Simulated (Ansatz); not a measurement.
A series of calculations on C2H6Zn

### Relaxation

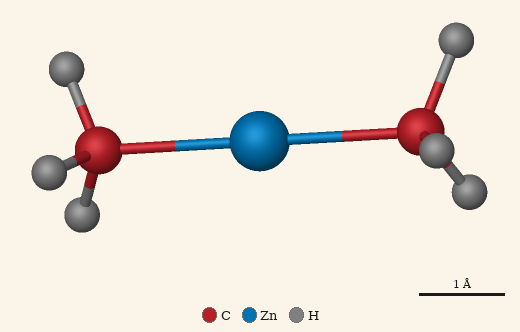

Starting structure of C₂H₆Zn. The picture is a ball-and-stick view, seen at a tilt.

Method: RKS PBE0-D4/def2-TZVP (Ansatz 0.2.0).

Input file:
```yaml
crystal:
  periodic: [false, false, false]
  atoms:
    - {symbol: C, position_ang: [-0.934292, 1.300547, -1.087009]}
    - {symbol: Zn, position_ang: [0.010071, -0.005029, -0.001978]}
    - {symbol: C, position_ang: [0.954012, -1.310801, 1.083185]}
    - {symbol: H, position_ang: [-1.806902, 0.853649, -1.571012]}
    - {symbol: H, position_ang: [-0.287732, 1.703210, -1.871379]}
    - {symbol: H, position_ang: [-1.283435, 2.139714, -0.479292]}
    - {symbol: H, position_ang: [0.467289, -2.288685, 1.035546]}
    - {symbol: H, position_ang: [2.063517, -1.444265, 0.716903]}
    - {symbol: H, position_ang: [0.983850, -1.004019, 2.132191]}
basis:
  gaussian: {orbitals: def2-TZVP}
hamiltonian: {xc: pbe0, dispersion: d4}
relax: {f_tol: 0.005, max_steps: 200, constraints: [{distance: [2, 7]}]}
```

Q: What does the optimiser find from here?

A: After 3 geometry steps the energy has fallen by 0.22 kJ/mol. The largest force component goes from 0.1 to 0.00048 eV/Å. The largest move after the best rigid fit is that of H8, 0.026 Å. By element the largest moves are H 0.026 Å, C 0.015 Å, Zn 0.012 Å.

History of the run:

| step | E − E(0), kJ/mol | largest force component, eV/Å |
| --- | --- | --- |
| 0 | 0.00 | 0.1013 |
| 1 | -0.19 | 0.0281 |
| 2 | -0.22 | 0.0063 |
| 3 | -0.22 | 0.0005 |

Final geometry:

```xyz
9

C    -0.9332    1.3014   -1.0885
Zn   -0.0003   -0.0056    0.0034
C     0.9402   -1.3098    1.0886
H    -1.8054    0.8569   -1.5756
H    -0.2814    1.7000   -1.8705
H    -1.2818    2.1429   -0.4837
H     0.4822   -2.3007    1.0386
H     2.0461   -1.4284    0.7066
H     1.0001   -1.0123    2.1383
```

### Relaxation

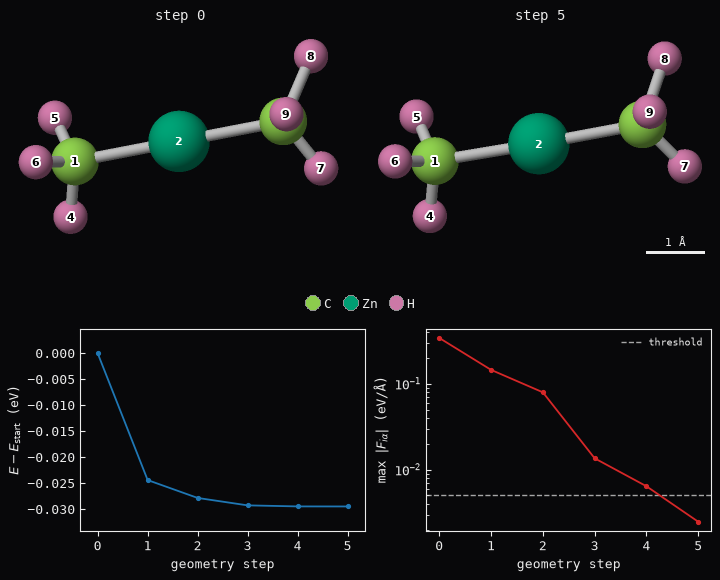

First and last geometry of a constrained relaxation of C2H6Zn, with the history of the run. The picture is a ball-and-stick view, seen at a tilt.

Level of theory: RKS PBE0-D4/def2-TZVP (Ansatz). Set-up: held fixed: the distance between atoms 3 (C) and 8 (H), counting from 1; force threshold 0.005 eV/Å; at most 200 steps.

Q: Did the run converge, and what did it change?

A: It converged. The largest move after the best rigid fit is that of an H atom, 0.12 Å. By element the largest moves are H 0.12 Å, C 0.06 Å, Zn 0.05 Å. Near-neighbour distances that change, for instance: C–Zn 1.943 → 1.932 Å. Bond angles that change, for instance: Zn–C–H 111.1° → 106.1°, Zn–C–H 111.1° → 115.8°, H–C–H 107.8° → 104.0°. Over 5 geometry steps the energy falls by 0.029 eV. Largest force component: 0.34 eV/Å at the start, 0.0025 eV/Å at the end. The run took about 24 core-seconds on a shared host.

### Scan

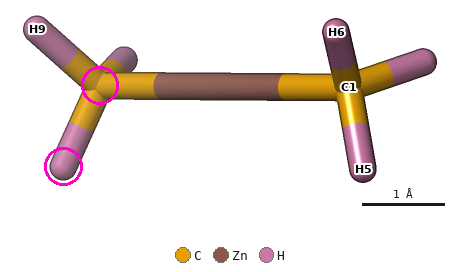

Energy scan for C$_{2}$H$_{6}$Zn, in which the C3–H8 distance is varied, with all other coordinates relaxed. The picture shows the minimum geometry. The ringed atoms are those of the scanned coordinate. A stick model, seen from a free direction.

Single-point energies from Ansatz with B3LYP-D4 in the def2-TZVPP basis, on geometries relaxed under the constraint at PBE0-D4/def2-TZVP. Energies are counted from the PBE0-D4/def2-TZVP minimum geometry at the same level.

Input
```yaml
crystal:
  periodic: [false, false, false]
  atoms:
    - {symbol: C, position_ang: [-0.934292, 1.300547, -1.087009]}
    - {symbol: Zn, position_ang: [0.010071, -0.005029, -0.001978]}
    - {symbol: C, position_ang: [0.954012, -1.310801, 1.083185]}
    - {symbol: H, position_ang: [-1.806902, 0.853649, -1.571012]}
    - {symbol: H, position_ang: [-0.287732, 1.703210, -1.871379]}
    - {symbol: H, position_ang: [-1.283435, 2.139714, -0.479292]}
    - {symbol: H, position_ang: [0.467289, -2.288685, 1.035546]}
    - {symbol: H, position_ang: [1.985540, -1.434885, 0.742646]}
    - {symbol: H, position_ang: [0.983850, -1.004019, 2.132191]}
basis:
  gaussian: {orbitals: def2-TZVPP}
hamiltonian: {xc: {name: B3LYP}, dispersion: d4}
```

> Predict the energy profile (the distance: 0.897, 0.943, 1.010, 1.089, 1.093, 1.176, 1.270, 1.370, 1.476, 1.585 Å).

```tsv
distance (Å)	ΔE (kJ/mol)
0.897	88.1
0.943	46.4
1.010	12.1
1.089	0.0
1.093	0.0
1.176	9.3
1.270	34.8
1.370	70.6
1.476	112.0
1.585	155.8
```

Of the computed points the lowest is at the distance 1.093 Å, 0.0 kJ/mol. At the ends of the scan the energy is 88.1 kJ/mol (0.897 Å) and 155.8 kJ/mol (1.585 Å). The curvature at the lowest point is about 32 eV/Å² (5.1 mdyn/Å). The well is steeper on the short side, as for any bond.
